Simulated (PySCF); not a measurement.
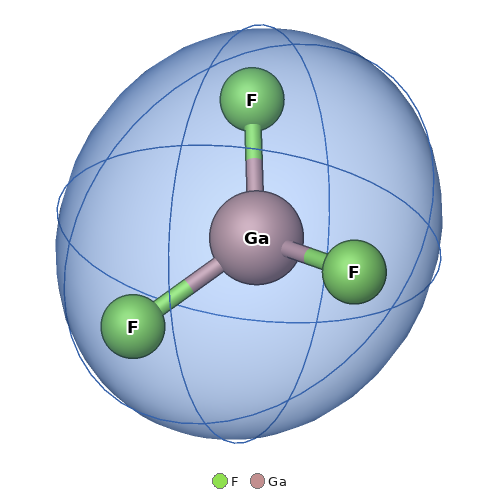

The ellipsoid shows the static dipole polarisability: its half-axes are proportional to the principal values. Geometry: a frame of a GFN2-xTB molecular-dynamics simulation, not a minimum. Level of theory: PBE0/def2-SVPD (PySCF 2.14.0).

### Give the principal values, the mean and the anisotropy.

Principal values 20.1, 23.8, 26.4 bohr³; mean 23.4 bohr³ (3.47 Å³); anisotropy 5.5 bohr³, so the longest axis is 1.31 times the shortest.
